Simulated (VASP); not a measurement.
Band structure of NbSi (relaxed from the NiAs type structure, space group P6_3/mmc). Method: PBEsol GGA, VASP's PBE PAW potentials (set 64) (plane waves; VASP).

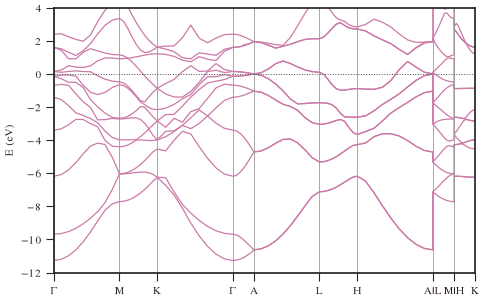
Fig. 1. Bands along high-symmetry lines, zero at the valence-band maximum or, without a gap, the Fermi level

Q: Read the plot: is there a gap, and where are the band edges?

A: It has no gap at this level: it comes out as a metal or semimetal. (Edges off the drawn lines would not show.)

The structure was generated: NbSi was put into the NiAs type type (P6_3/mmc), which need not be its known phase. It was relaxed first, which changed the volume by -38 %.
